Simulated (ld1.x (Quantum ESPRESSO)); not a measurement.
# An ultrasoft potential for tungsten, from input to tests

Aim: build the potential from the settings below, then test how well it stands in for the atom: other configurations, scattering, ghost states and the plane-wave cutoff that it needs.

Program: ld1.x (Quantum ESPRESSO) 7.5. Reference atom: PBEsol, scalar-relativistic, spherical and spin-unpolarised. All values are calculated.

**1. Settings**

Typed settings, in words:

```
element                 : tungsten (W, Z = 74)
type                    : ultrasoft
frozen core             : [Xe] 4f14
valence charge          : 6
reference configuration : 5d4 6s2 6p0
partial waves           : 6s (bound): rcut 2.85, rcutus 3.05 bohr; 6s channel at 1.55 Ry: rcut 2.85, rcutus 3.05 bohr; 6p (bound, empty): rcut 2.90, rcutus 3.95 bohr; 6p channel at 2.55 Ry: rcut 2.90, rcutus 3.95 bohr; 5d (bound): rcut 2.40, rcutus 2.65 bohr; 5d channel at 0.15 Ry: rcut 2.40, rcutus 2.65 bohr
local potential         : all-electron potential smoothed inside 2.75 bohr (lloc = -1)
core correction         : not asked for
augmentation charge     : PSQ, inside the norm-conserving radii
```

An earlier all-electron run gives the scale for the radii.

All-electron outer shells of the reference configuration (PBEsol, scalar-relativistic, ld1.x):

```tsv
shell	level (eV)	outermost node (bohr)	outermost maximum (bohr)
5p	-43.22	0.57	1.09
4f	-33.24	–	0.43
6s	-5.75	1.28	2.64
5d	-4.51	0.63	1.49
6p	-1.33	1.54	3.70
```

**2. Generation**

The input, W.in:

```
 &input
   title='W', zed=74., rel=1, dft='PBESOL', iswitch=3,
   config='[Xe] 4f14 5d4 6s2 6p0',
   nld=3, rlderiv=4.30, eminld=-2.0, emaxld=5.0, deld=0.02
 /
 &inputp
   pseudotype=3, tm=.true., lloc=-1, rcloc=2.75,
   nlcc=.false.,
   which_augfun='PSQ', rmatch_augfun_nc=.true.,
   file_pseudopw='W.UPF', file_wfcaegen='ae.wfc', file_wfcncgen='nc.wfc', file_beta='beta', file_chi='chi', file_wfcusgen='us.wfc'
 /
6
6S  1  0   2.00   0.00  2.85  3.05  0.0
6S  1  0   0.00   1.55  2.85  3.05  0.0
6P  2  1   0.00   0.00  2.90  3.95  0.0
6P  2  1   0.00   2.55  2.90  3.95  0.0
5D  3  2   4.00   0.00  2.40  2.65  0.0
5D  3  2   0.00   0.15  2.40  2.65  0.0
 &test
   configts(1)='5d4 6s2 6p0'
 /
```

On the command line:

```console
ld1.x < W.in > W.out
```

What the program wrote to W.out (without the banner and most projector matrices):

```text
     Program LD1 v.7.5
     --------------------------- All-electron run ----------------------------

     W
     scalar relativistic calculation

     atomic number is 74.00
     dft =PBESOL   lsd =0 sic =0 latt =0  beta=0.20 tr2=1.0E-14
     Exchange-correlation= PBESOL
                           (   1   4  10   8   0   0   0)
     mesh =1273 r(mesh) =  99.08072 a.u. xmin = -7.00 dx = 0.01250
     1 Ry =  13.60569312 eV, c = 137.03599908

     n l     nl                  e(Ry)          e(Ha)          e(eV)
     1 0     1S 1( 2.00)     -5106.1401     -2553.0700    -69472.5750
     2 0     2S 1( 2.00)      -881.3270      -440.6635    -11991.0646
     2 1     2P 1( 6.00)      -770.7920      -385.3960    -10487.1593
     3 0     3S 1( 2.00)      -202.9587      -101.4793     -2761.3933
     3 1     3P 1( 6.00)      -170.2322       -85.1161     -2316.1277
     4 0     4S 1( 2.00)       -41.8458       -20.9229      -569.3409
     4 1     4P 1( 6.00)       -31.1112       -15.5556      -423.2890
     3 2     3D 1(10.00)      -132.5923       -66.2962     -1804.0105
     5 0     5S 1( 2.00)        -5.8143        -2.9071       -79.1074
     5 1     5P 1( 6.00)        -3.1767        -1.5883       -43.2212
     4 2     4D 1(10.00)       -17.5123        -8.7561      -238.2667
     4 3     4F 1(14.00)        -2.4430        -1.2215       -33.2382
     5 2     5D 1( 4.00)        -0.3316        -0.1658        -4.5117
     6 0     6S 1( 2.00)        -0.4223        -0.2112        -5.7458
     6 1     6P 1( 0.00)        -0.0979        -0.0489        -1.3315

     final scf error:  2.3E-15 reached in  33 iterations

     Etot =  -32275.537659 Ry,  -16137.768830 Ha, -439131.060773 eV

     Ekin =   35567.121355 Ry,   17783.560677 Ha,  483915.338422 eV
     Encl =  -79818.466412 Ry,  -39909.233206 Ha,-1085985.559547 eV
     Eh   =   12611.683664 Ry,    6305.841832 Ha,  171590.697692 eV
     Exc  =    -635.876266 Ry,    -317.938133 Ha,   -8651.537340 eV

     normalization and overlap integrals

     s(1S/1S) =  1.000000  <r> =   0.0183  <r2> =    0.0005  r(max) =   0.0115
     s(2S/2S) =  1.000000  <r> =   0.0776  <r2> =    0.0071  r(max) =   0.0653
     s(2P/2P) =  1.000000  <r> =   0.0694  <r2> =    0.0059  r(max) =   0.0541
     s(3S/3S) =  1.000000  <r> =   0.2011  <r2> =    0.0462  r(max) =   0.1842
     s(3P/3P) =  1.000000  <r> =   0.2014  <r2> =    0.0470  r(max) =   0.1842
     s(4S/4S) =  1.000000  <r> =   0.4496  <r2> =    0.2282  r(max) =   0.4204
     s(4P/4P) =  1.000000  <r> =   0.4781  <r2> =    0.2601  r(max) =   0.4419
     s(3D/3D) =  1.000000  <r> =   0.1824  <r2> =    0.0390  r(max) =   0.1490
     s(5S/5S) =  1.000000  <r> =   1.0667  <r2> =    1.2791  r(max) =   0.9593
     s(5P/5P) =  1.000000  <r> =   1.2493  <r2> =    1.7719  r(max) =   1.0870
     s(4D/4D) =  1.000000  <r> =   0.5115  <r2> =    0.3032  r(max) =   0.4531
     s(4F/4F) =  1.000000  <r> =   0.6078  <r2> =    0.4646  r(max) =   0.4310
     s(5D/5D) =  1.000000  <r> =   2.0716  <r2> =    5.2601  r(max) =   1.4858
     s(6S/6S) =  1.000000  <r> =   3.1621  <r2> =   11.4190  r(max) =   2.6404
     s(6P/6P) =  1.000000  <r> =   4.7859  <r2> =   27.0086  r(max) =   3.7004

     ------------------------ End of All-electron run ------------------------

     --------------------- Generating US pseudopotential ---------------------

      Generating local potential from pseudized AE potential:
      Matching radius rcloc =   2.7500

      Local pseudo, rcloc= 2.776 Estimated cut-off energy=     3.20 Ry
      Wfc-us  6S rcutus= 3.068  Estimated cut-off energy=     4.97 Ry
      Wfc-us  6S rcutus= 3.068  Estimated cut-off energy=     9.97 Ry
      Wfc-us  6P rcutus= 3.939  Estimated cut-off energy=     4.87 Ry
      Wfc-us  6P rcutus= 3.939  Estimated cut-off energy=     5.09 Ry
      Wfc-us  5D rcutus= 2.640  Estimated cut-off energy=    16.72 Ry
      Wfc-us  5D rcutus= 2.640  Estimated cut-off energy=    21.63 Ry

     Q pseudized with Bessel functions
     Expected ecutrho=      78.4715 due to l1=  2   l2=  2

     ------------------- End of pseudopotential generation -------------------

     [... the all-electron block is printed once more ...]


     Computing logarithmic derivative in   4.32626
     Message from routine run_pseudo:
     Warning: convergence not achieved
     Computing logarithmic derivative in   4.32626
     Computing the partial wave expansion
     R is outside the sphere for l=    0 j= 0.00
     R is outside the sphere for l=    0 j= 0.00
     R is outside the sphere for l=    1 j= 0.00
     R is outside the sphere for l=    1 j= 0.00
     R is outside the sphere for l=    2 j= 0.00
     R is outside the sphere for l=    2 j= 0.00

     ---------------------- Testing the pseudopotential ----------------------

     W
     scalar relativistic calculation

     atomic number is 74.00   valence charge is  6.00
     dft =PBESOL   lsd =0 sic =0 latt =0  beta=0.20 tr2=1.0E-14
     mesh =1273 r(mesh) =  99.08072 xmin = -7.00 dx = 0.01250

     n l     nl             e AE (Ry)        e PS (Ry)    De AE-PS (Ry)
     3 2     5D   1( 4.00)       -0.33160       -0.33160        0.00000
     1 0     6S   1( 2.00)       -0.42231       -0.42231        0.00000
     2 1     6P   1( 0.00)       -0.09787       -0.09787        0.00000

     eps = 4.0E-13  iter =201

     Etot =  -32275.537659 Ry,  -16137.768830 Ha, -439131.060773 eV
     Etotps =   -14.826934 Ry,      -7.413467 Ha,    -201.730709 eV

     Ekin =       7.448462 Ry,       3.724231 Ha,     101.341492 eV
     Encl =     -34.092041 Ry,     -17.046020 Ha,    -463.845844 eV
     Ehrt =      13.663060 Ry,       6.831530 Ha,     185.895406 eV
     Ecxc =      -3.329194 Ry,      -1.664597 Ha,     -45.295990 eV
     Epseu=       1.482778 Ry,       0.741389 Ha,      20.174226 eV

     ---------------------- End of pseudopotential test ----------------------
```

Run time: 4.1 s. Hardware: 1 thread, shared host. This counts the later configuration tests of the new file too.

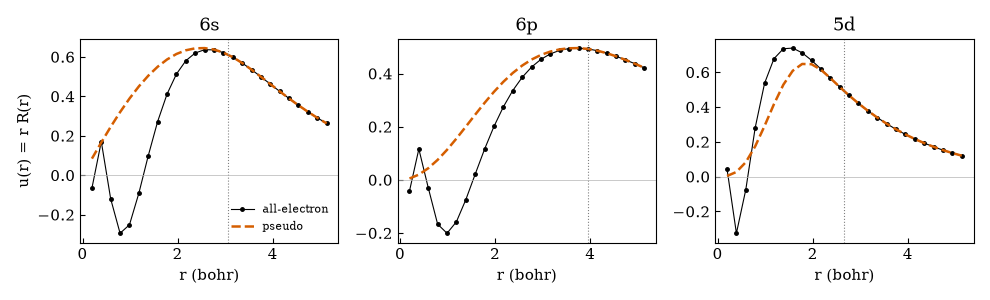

All-electron and pseudo partial waves (6s, 6p, 5d), with the matching radii dotted. The curves join 26 sampled radii, too few to resolve the innermost nodes.

**3. Testing the new file in other configurations**

The input, W.test.in:

```
 &input
   title='W', zed=74., rel=1, dft='PBESOL', iswitch=2,
   config='[Xe] 4f14 5d4 6s2 6p0'
 /
 &test
   file_pseudo='W.UPF', nconf=8,
   configts(1)='5d4 6s2 6p0',
   configts(2)='5d4 6s1 6p0',
   configts(3)='5d4 6s0 6p0',
   configts(4)='5d3 6s0 6p0',
   configts(5)='5d4 6s1.5 6p0',
   configts(6)='5d4 6s0 6p1',
   configts(7)='5d4 6s0 6p2',
   configts(8)='5d4 6s1 6p1'
 /
```

On the command line:

```console
ld1.x < W.test.in > W.test.out
```

W.test.out, the pseudopotential blocks, each with the warnings that came before it:

```text
     Warning: convergence not achieved
     ---------------------- Testing the pseudopotential ----------------------

     W
     scalar relativistic calculation

     atomic number is 74.00   valence charge is  6.00
     dft =PBESOL   lsd =0 sic =0 latt =0  beta=0.20 tr2=1.0E-14
     mesh =1273 r(mesh) =  99.08072 xmin = -7.00 dx = 0.01250

     n l     nl             e AE (Ry)        e PS (Ry)    De AE-PS (Ry)
     3 2     5D   1( 4.00)       -0.33160       -0.33160        0.00000
     1 0     6S   1( 2.00)       -0.42231       -0.42231        0.00000
     2 1     6P   1( 0.00)       -0.09787       -0.09787        0.00000

     eps = 5.3E-14  iter =201

     Etot =  -32275.537659 Ry,  -16137.768830 Ha, -439131.060774 eV
     Etotps =   -14.826934 Ry,      -7.413467 Ha,    -201.730709 eV

     Ekin =       7.448462 Ry,       3.724231 Ha,     101.341492 eV
     Encl =     -34.092041 Ry,     -17.046020 Ha,    -463.845844 eV
     Ehrt =      13.663060 Ry,       6.831530 Ha,     185.895406 eV
     Ecxc =      -3.329194 Ry,      -1.664597 Ha,     -45.295990 eV
     Epseu=       1.482778 Ry,       0.741389 Ha,      20.174226 eV

     ---------------------- End of pseudopotential test ----------------------

     ---------------------- Testing the pseudopotential ----------------------

     W
     [...]
     n l     nl             e AE (Ry)        e PS (Ry)    De AE-PS (Ry)
     3 2     5D   1( 4.00)       -0.86540       -0.86550        0.00010
     1 0     6S   1( 1.00)       -0.89848       -0.90115        0.00268
     2 1     6P   1( 0.00)       -0.49824       -0.49919        0.00095

     eps = 3.1E-15  iter = 23

     Etot =  -32274.881712 Ry,  -16137.440856 Ha, -439122.136149 eV
     Etotps =   -14.169582 Ry,      -7.084791 Ha,    -192.786978 eV
     dEtot_ae =       0.655948 Ry
     dEtot_ps =       0.657352 Ry,   Delta E=      -0.001404 Ry

     [...]
     ---------------------- End of pseudopotential test ----------------------

     ---------------------- Testing the pseudopotential ----------------------

     W
     [...]
     n l     nl             e AE (Ry)        e PS (Ry)    De AE-PS (Ry)
     3 2     5D   1( 4.00)       -1.46302       -1.46009       -0.00293
     1 0     6S   1( 0.00)       -1.41469       -1.41940        0.00470
     2 1     6P   1( 0.00)       -0.94600       -0.94630        0.00031

     eps = 7.7E-15  iter = 11

     Etot =  -32273.728137 Ry,  -16136.864069 Ha, -439106.440969 eV
     Etotps =   -13.011512 Ry,      -6.505756 Ha,    -177.030639 eV
     dEtot_ae =       1.809522 Ry
     dEtot_ps =       1.815422 Ry,   Delta E=      -0.005899 Ry

     [...]
     ---------------------- End of pseudopotential test ----------------------

     ---------------------- Testing the pseudopotential ----------------------

     W
     [...]
     n l     nl             e AE (Ry)        e PS (Ry)    De AE-PS (Ry)
     3 2     5D   1( 3.00)       -2.28777       -2.27877       -0.00900  !
     1 0     6S   1( 0.00)       -2.07446       -2.06377       -0.01068  !
     2 1     6P   1( 0.00)       -1.51670       -1.52411        0.00741  !

     eps = 2.8E-15  iter =  7

     Etot =  -32271.861003 Ry,  -16135.930502 Ha, -439081.037319 eV
     Etotps =   -11.152731 Ry,      -5.576365 Ha,    -151.740629 eV
     dEtot_ae =       3.676656 Ry
     dEtot_ps =       3.674203 Ry,   Delta E=       0.002453 Ry

     [...]
     ---------------------- End of pseudopotential test ----------------------

     ---------------------- Testing the pseudopotential ----------------------

     W
     [...]
     n l     nl             e AE (Ry)        e PS (Ry)    De AE-PS (Ry)
     3 2     5D   1( 4.00)       -0.58928       -0.58938        0.00011
     1 0     6S   1( 1.50)       -0.65408       -0.65517        0.00109
     2 1     6P   1( 0.00)       -0.29006       -0.29040        0.00035

     eps = 3.7E-15  iter = 54

     Etot =  -32275.269254 Ry,  -16137.634627 Ha, -439127.408938 eV
     Etotps =   -14.558185 Ry,      -7.279092 Ha,    -198.074194 eV
     dEtot_ae =       0.268405 Ry
     dEtot_ps =       0.268749 Ry,   Delta E=      -0.000344 Ry

     [...]
     ---------------------- End of pseudopotential test ----------------------

     ---------------------- Testing the pseudopotential ----------------------

     W
     [...]
     n l     nl             e AE (Ry)        e PS (Ry)    De AE-PS (Ry)
     3 2     5D   1( 4.00)       -0.95881       -0.95600       -0.00280
     1 0     6S   1( 0.00)       -0.96567       -0.97024        0.00457
     2 1     6P   1( 1.00)       -0.55585       -0.55795        0.00210

     eps = 3.2E-15  iter = 12

     Etot =  -32274.476703 Ry,  -16137.238351 Ha, -439116.625725 eV
     Etotps =   -13.762362 Ry,      -6.881181 Ha,    -187.246476 eV
     dEtot_ae =       1.060957 Ry
     dEtot_ps =       1.064572 Ry,   Delta E=      -0.003615 Ry

     [...]
     ---------------------- End of pseudopotential test ----------------------

     ---------------------- Testing the pseudopotential ----------------------

     W
     [...]
     n l     nl             e AE (Ry)        e PS (Ry)    De AE-PS (Ry)
     3 2     5D   1( 4.00)       -0.52764       -0.52439       -0.00325
     1 0     6S   1( 0.00)       -0.56339       -0.56594        0.00255
     2 1     6P   1( 2.00)       -0.20261       -0.20328        0.00067

     eps = 3.3E-15  iter =  9

     Etot =  -32274.851296 Ry,  -16137.425648 Ha, -439121.722328 eV
     Etotps =   -14.138448 Ry,      -7.069224 Ha,    -192.363381 eV
     dEtot_ae =       0.686363 Ry
     dEtot_ps =       0.688486 Ry,   Delta E=      -0.002123 Ry

     [...]
     ---------------------- End of pseudopotential test ----------------------

     ---------------------- Testing the pseudopotential ----------------------

     W
     [...]
     n l     nl             e AE (Ry)        e PS (Ry)    De AE-PS (Ry)
     3 2     5D   1( 4.00)       -0.43573       -0.43492       -0.00081
     1 0     6S   1( 1.00)       -0.49930       -0.50062        0.00131
     2 1     6P   1( 1.00)       -0.15561       -0.15593        0.00032

     eps = 4.4E-15  iter = 16

     Etot =  -32275.203576 Ry,  -16137.601788 Ha, -439126.515339 eV
     Etotps =   -14.492265 Ry,      -7.246133 Ha,    -197.177313 eV
     dEtot_ae =       0.334083 Ry
     dEtot_ps =       0.334668 Ry,   Delta E=      -0.000585 Ry

     [...]
     ---------------------- End of pseudopotential test ----------------------
```

The tests as a table, with energies relative to 5d4 6s2 6p0. The frozen-core shift comes from a second all-electron run, not shown, with the core orbitals held at their reference shape; it is that run's ΔE less the relaxed one.

| valence configuration | charge | ΔE all-electron (eV) | error AE − PS (meV) | frozen-core shift (meV) |
| --- | --- | --- | --- | --- |
| 5d4 6s1 6p0 | +1 | 8.925 | -19 | +4.4 |
| 5d4 6s0 6p0 | +2 | 24.620 | -80 | +19 |
| 5d3 6s0 6p0 | +3 | 50.023 | +33 | +185 |
| 5d4 6s1.5 6p0 | +0.5 | 3.652 | -4.7 | +1.5 |
| 5d4 6s0 6p1 | +1 | 14.435 | -49 | +9.0 |
| 5d4 6s0 6p2 | 0 | 9.338 | -29 | +6.3 |
| 5d4 6s1 6p1 | 0 | 4.545 | -8.0 | +1.9 |

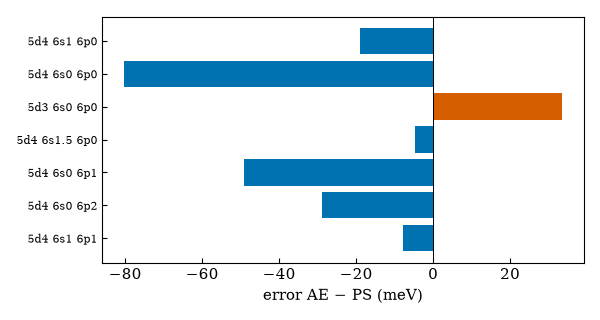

Error of the potential in each test configuration.

**4. Does it scatter like the atom?**

Taken from the files of the generation run. The phase is arctan(r·u′/u) with u = r·R, unwrapped, with energies in Ry. A pole is an energy at which the radial function vanishes at the test radius. The pseudo phase is shifted by a multiple of π to meet the all-electron one at the reference energy. Levels narrower than the energy grid can be missing from the poles. The last column is the largest difference on the grid between −1 and +1 Ry.

| channel | radius (bohr) | reference (Ry) | poles AE | poles PS | window around the reference with phases within 0.05 rad (Ry) | largest difference near zero (rad) |
| --- | --- | --- | --- | --- | --- | --- |
| s | 4.33 | -0.42 | -0.17, 2.57 | -0.17, 2.56, 3.20 | below 3.1 | 0.001 |
| p | 4.33 | -0.10 | 0.50, 3.47 | 0.49, 3.38, 4.68 | below 1.6 | 0.005 |
| d | 4.33 | -0.33 | -0.28, 1.73 | -0.28, 1.73 | below 3.1 | 0.000 |

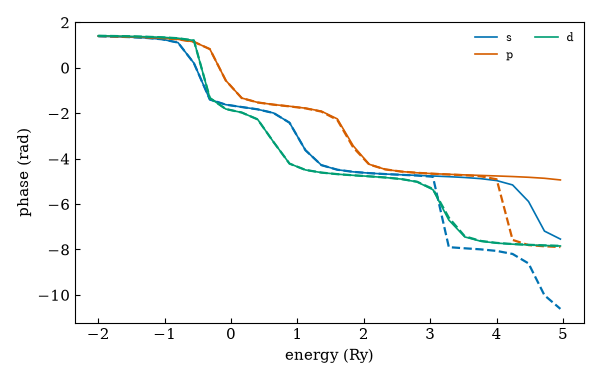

All-electron (solid) and pseudo (dashed) phases against energy.

**5. Cutoff and ghost test in a Bessel basis**

This step uses the generator's waves and projectors in a separate script. Basis: spherical Bessel functions vanishing at 20 bohr, q² up to the cutoff; potential fixed at the reference.

All-electron valence levels (Ry): 6s -0.4223, 6p -0.0979, 5d -0.3316. The lowest levels of each channel (Ry) by cutoff; the last column sums, over occupied levels, occupation times the distance from the level at 400 Ry. A positive value at high cutoff is not a bound level.

```
cutoff (Ry)     s #1     p #1     d #1    f #1  Σ f·Δε (mRy)
          8  -0.4223  -0.0979  -0.2795  0.1102         208.5
         10  -0.4223  -0.0979  -0.3152  0.1102          65.7
         12  -0.4223  -0.0979  -0.3282  0.1102          13.8
         15  -0.4223  -0.0979  -0.3311  0.1102           2.1
         18  -0.4223  -0.0979  -0.3313  0.1102           1.2
         21  -0.4223  -0.0979  -0.3314  0.1102           0.7
         25  -0.4223  -0.0979  -0.3316  0.1102           0.3
         30  -0.4223  -0.0979  -0.3316  0.1102           0.1
        400  -0.4223  -0.0979  -0.3316  0.1102           0.0
```

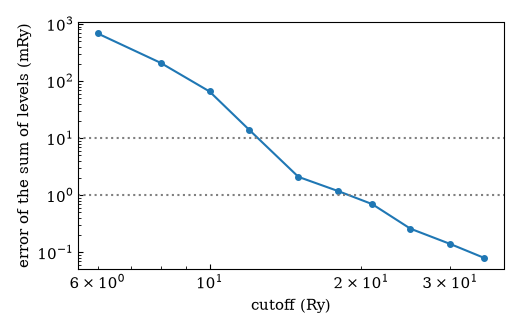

Occupation-weighted error of the valence levels against the cutoff; the dotted lines mark 10 and 1 mRy.

The sum stays within 10 mRy from 15 Ry and within 1 mRy from 21 Ry. The sum leaves out empty levels, which can need more. Ghost test: no level below the all-electron spectrum of its channel (s, p, d, f tested).

**6. What came out**

```
                                                quantity                     value
               cutoffs for 10 and 1 mRy, occupied levels           15 Ry and 21 Ry
                                            bound ghosts                none found
                            largest test error (AE − PS)  -80 meV, for 5d4 6s0 6p0
largest phase difference near zero energy, channels read                 0.005 rad
         lowest eigenvalue of the overlap (Bessel basis)                 0.313 (p)
               density cutoff estimated by the generator                     78 Ry
```

**Reading.** By total energies transferability is fair: the largest error is 80 meV on 24.6 eV, for 5d4 6s0 6p0. Freezing the core alone would shift it much less, so the error comes from the pseudisation. It counts as soft on the atom at that tolerance, with 15 Ry needed at the looser tolerance. The slowest occupied level is 5d: taken alone it needs 15 Ry to come within 1 mRy, against 6 Ry or less for 6s. It is free of bound ghosts as far as tested. Near zero energy the phases of the channels with partial waves agree within 0.005 rad. These are tests on the free atom; a crystal test is still owed.
